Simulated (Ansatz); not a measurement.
A computed series for Ca3SiO: pressure series

Base system: Ca3SiO (space group Imma, No. 74; a = 6.583 Å, b = 9.309 Å, c = 6.603 Å; a cell from a computed database, its experimental status unchecked).

Cell and atoms are relaxed at each pressure.

Calculations: Kohn–Sham DFT with the PBEsol functional, run in Ansatz (an electronic-structure program) with PAW and 420 eV plane waves, scalar-relativistic without spin-orbit coupling.

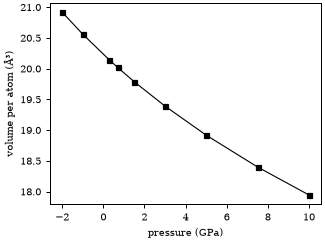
Figure. Volume against pressure

Q: Estimate the zero-pressure bulk modulus from the plot.

A: About 64 GPa; a third-order Birch–Murnaghan fit to the points gives V₀ = 20.23 Å³/atom, B₀ = 64 GPa and B₀′ = 4.3.

A case with no gap was solved on a k-mesh chosen for an insulator, which is coarse for it. Load acts through the strain it causes; cell and atoms are relaxed under it. Stability against distortions was not tested. No other phases were tried under pressure. All final runs are without spin polarisation. Gaps under 0.05 eV, about the width of the smearing, are given as zero.
